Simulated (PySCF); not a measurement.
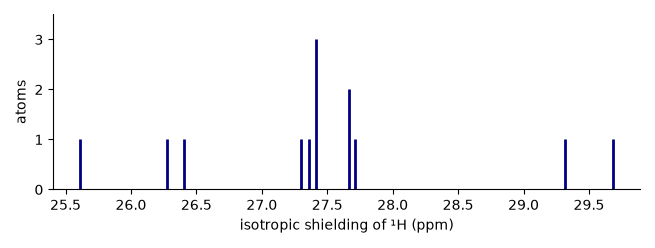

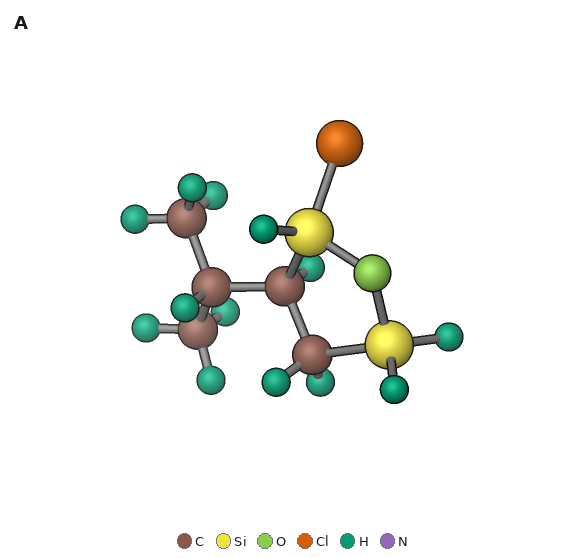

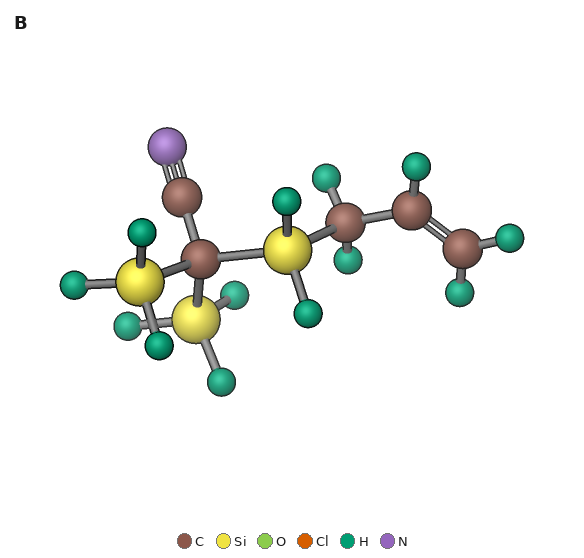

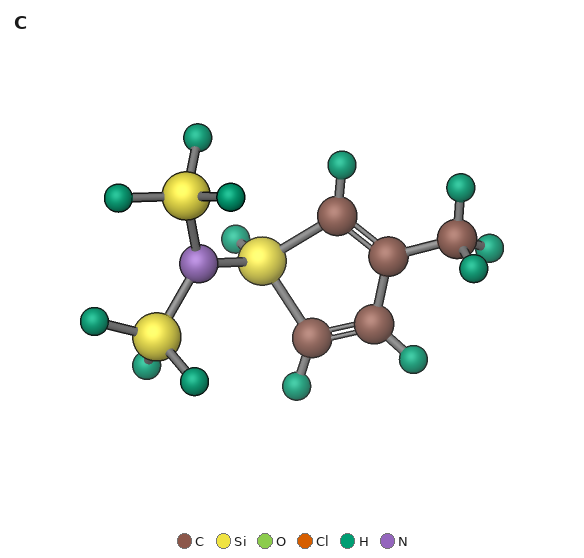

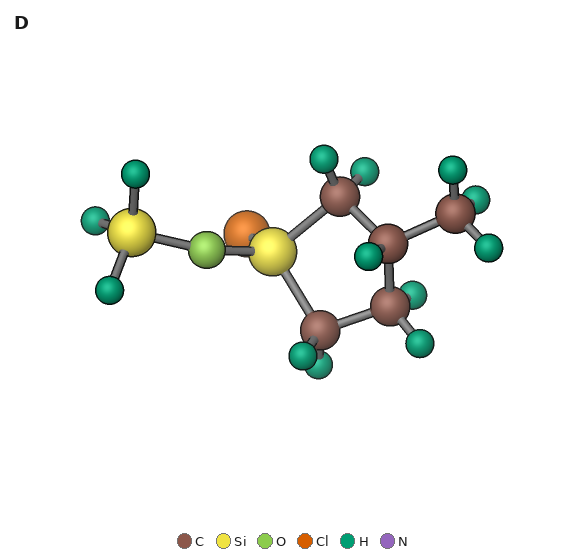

The sticks are computed shieldings of one of the molecules, for one fixed geometry (GFN2-xTB) without averaging over rotations. Low shielding means a high chemical shift. Method: GIAO PBE0/pcSseg-1 NMR shielding, non-relativistic, gas phase (PySCF 2.14.0).

Match the spectrum to a structure.

B, `C=CC[SiH2]C([SiH3])([SiH3])C#N`. Its 13 H atoms give lines at 25.61, 26.28, 26.41, 27.30, 27.36, 27.42 (3 atoms), 27.67 (2 atoms), 27.71, 29.31, 29.69 ppm.

The geometry is semi-empirical. Around Si such bond lengths and angles can be off by a tenth of an ångström or more and by several degrees, and values that hang on the shape move with them.
